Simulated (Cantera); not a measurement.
Charge: 1 mol V, 18 mol NH₃, 14 mol N₂, at 2550 °C.

Method: chemical equilibrium by Gibbs-energy minimisation in Cantera with the NASA 1993 tables (ideal gas, pure condensed phases). Candidate condensed phases: V, VN; 11 gas species. Condensed phases not in the tables: V₂N, N, O or C dissolved in the metal. Equilibrium is a limit: real reactors are often held back by kinetics, nucleation or transport.

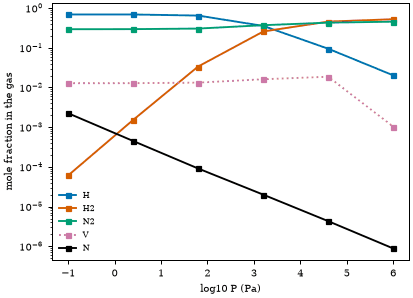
Figure. Equilibrium gas composition (values under 1e-9 drawn at 1e-9)

From 1.00e-6 bar to 0.400 bar nothing is condensed. At 10.0 bar the condensed part is V(l). The main V-bearing gas is V throughout.
